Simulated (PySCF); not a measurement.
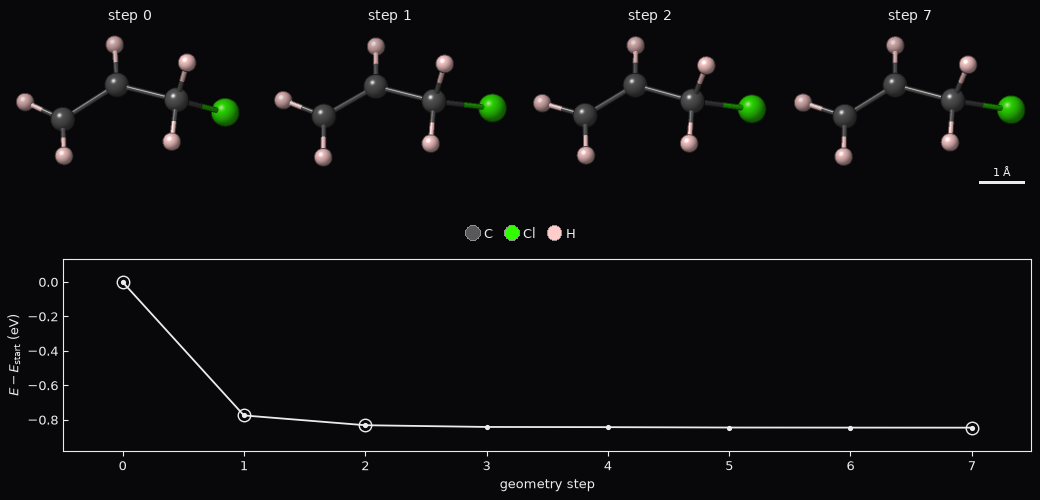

Frames of a relaxation of C₃H₅Cl, marked on the history of the run. Style: ball-and-stick. Shown from a free direction.

The start comes from MMFF94s. Its atoms were then displaced at random by about 0.03 Å.

Method: PBE0-D3(BJ)/def2-SVP geometry optimisation, gas phase in PySCF 2.14.0, density-fitted response routines. 

**Describe the path.**

The atom that moves furthest after the best rigid fit is the Cl atom (0.15 Å). By element the largest moves are Cl 0.15 Å, C 0.10 Å, H 0.06 Å. Among the contacts that change: C–C 1.441 → 1.333 Å, C–H 1.003 → 1.095 Å, C–Cl 1.716 → 1.797 Å, C–H 1.049 → 1.100 Å. Bond angles that change, for instance: H–C–H 126.3° → 117.1°, Cl–C–H 114.3° → 106.0°, H–C–H 116.3° → 108.7°. After 7 geometry steps the energy has fallen by 0.845 eV. From step 0 to 1: the Cl atom moves most (0.19 Å), energy −0.774 eV. From step 1 to 2: an H atom moves most (0.08 Å), energy −0.057 eV. From step 2 to 7: an H atom moves most (0.06 Å), energy −0.014 eV.

| step | E − E(0), eV |
| --- | --- |
| 0 | 0.0000 |
| 1 | -0.7744 |
| 2 | -0.8313 |
| 3 | -0.8413 |
| 4 | -0.8424 |
| 5 | -0.8447 |
| 6 | -0.8451 |
| 7 | -0.8455 |
